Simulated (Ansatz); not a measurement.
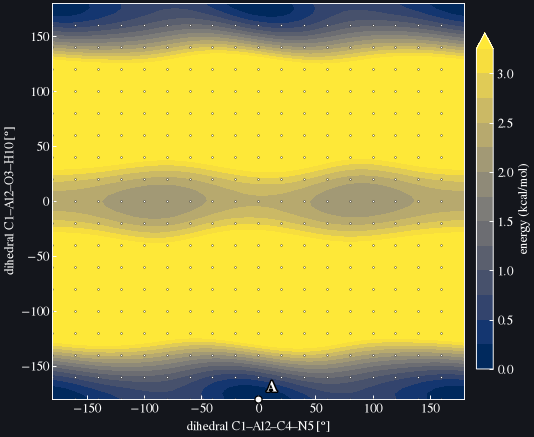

C₂H₅AlClNO, SMILES [CH3][Al]([OH])[C](=N)Cl. First axis: dihedral C1–Al2–C4–N5. Second axis: dihedral C1–Al2–O3–H10. Nothing is relaxed (all other coordinates rigid). The scan uses an 18 × 18 grid. All energies are given in kcal/mol relative to the lowest grid point. Theory: RKS PBE-D4/def2-SVP (Ansatz).

The picture shows filled contours, dots at the grid points, one colour for all values above the top of the scale, the well A. Between grid points the surface is interpolated.

Q: Where is the minimum, and how stiff is the well along each coordinate? Take the well at A.

A: The interpolated minimum is at dihedral C1–Al2–C4–N5 ≈ 0°, dihedral C1–Al2–O3–H10 ≈ −180°. The curvatures there are about 0.096 eV/rad² and 0.51 eV/rad², with a cross term of about 0.083 eV/rad². Round the minimum the valley is somewhat tilted: raising dihedral C1–Al2–C4–N5 shifts the best value of dihedral C1–Al2–O3–H10 downwards (coupling k₁₂/√(k₁₁k₂₂) about 0.4). (1 eV is 23.1 kcal/mol.)
